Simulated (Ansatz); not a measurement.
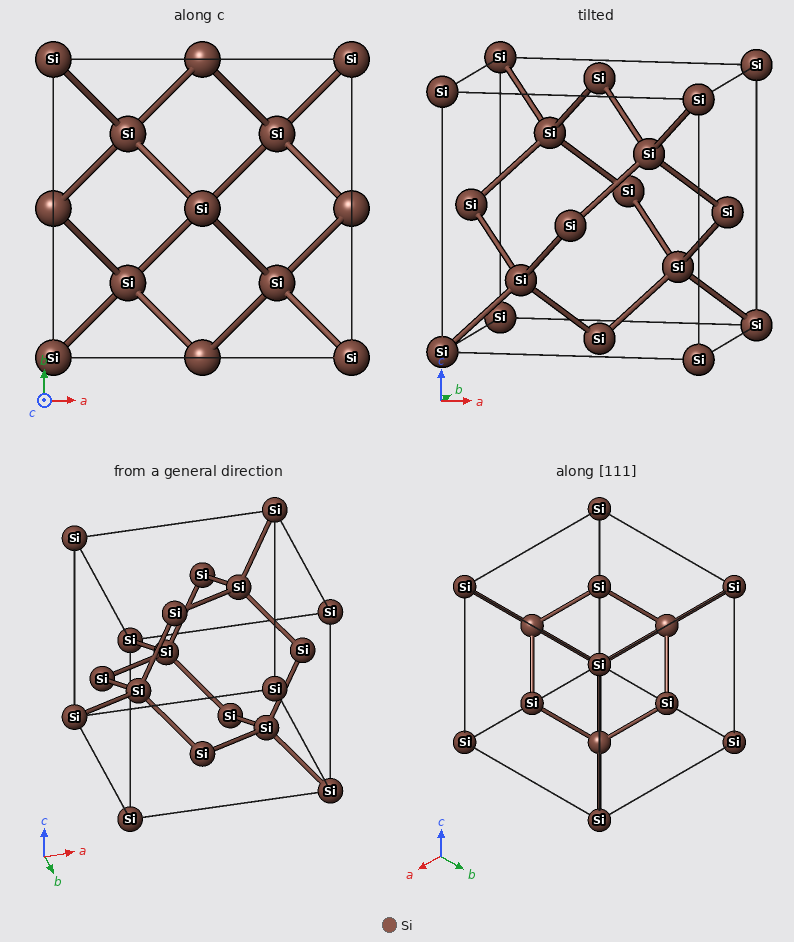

A ball-and-stick rendering, viewed along the c axis, slightly off an axis, from a general direction and along [111]. Lines trace the edges of the conventional unit cell.

Bonds shown: Si–Si up to 2.58 Å (cut-off distances).

How many atoms count towards one cell?

Answer. 8 (silicon), counting shared atoms by their share.

To which lattice type does it belong?

Answer. Face-centred cubic.

What space-group symmetry does the structure have?

Answer. Fd-3m (No. 227), with Si on 8a.

Which textbook structure type do you recognise?

Answer. Diamond.

What are the neighbours of Si?

Answer. Each Si has four Si in a tetrahedral arrangement.

How far does the bonding extend?

Answer. The bonds build a three-dimensional framework.

The structure comes from the standard structure of this element. Earlier steps of the study may have refined or changed the cell and positions. It went into a calculation with Ansatz.
